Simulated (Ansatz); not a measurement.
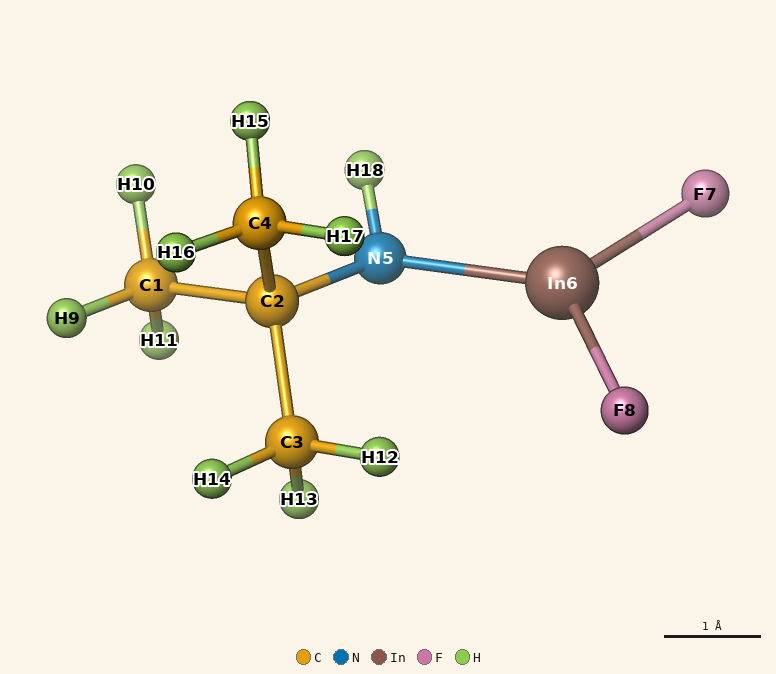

Orthographic view. Distant atoms are faded towards the background colour. Computed geometry: PBE0-D4/def2-TZVP optimisation. No frequency run is at hand to confirm it as a minimum.

Write the connection table.

C1: C2, H9, H10, H11
C2: C1, C3, C4, N5
C3: C2, H12, H13, H14
C4: C2, H15, H16, H17
N5: C2, In6, H18
In6: N5, F7, F8
F7: In6
F8: In6
(terminal hydrogens appear only as neighbours)
